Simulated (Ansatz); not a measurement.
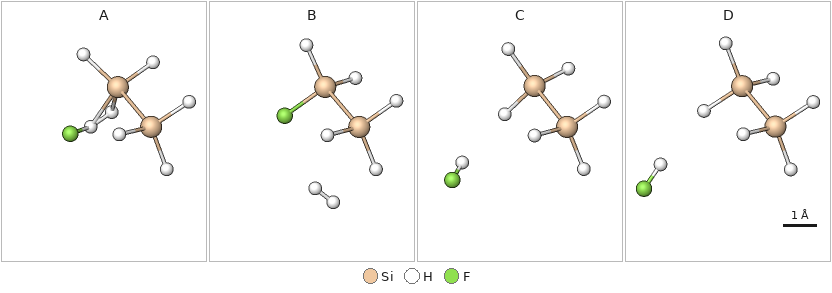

4 geometries from a converged minimum-energy path of Si2H7F, shuffled. Style: ball-and-stick. Shown from a free direction.

All numbers below come from RHF/def2-SVPD in Ansatz. Set-up: 5 movable images; climbing image; force threshold 0.05 eV/Å; iteration limit 60; starting path through a guess of the saddle point.

> Which frame is the top of the path?

A. In order along the path, whose images run from 0 to 6: D (image 0, 0.0 kcal/mol), C (image 1, +0.3 kcal/mol), A (image 3, +52.2 kcal/mol), B (image 6, −16.2 kcal/mol). Breaking: F–H (0.90 → 2.92 Å), H–Si (1.49 → 4.34 Å). Forming: H–H (2.11 → 0.75 Å), F–Si (4.36 → 1.63 Å).

Limits of the set-up: Hartree-Fock leaves out electron correlation.
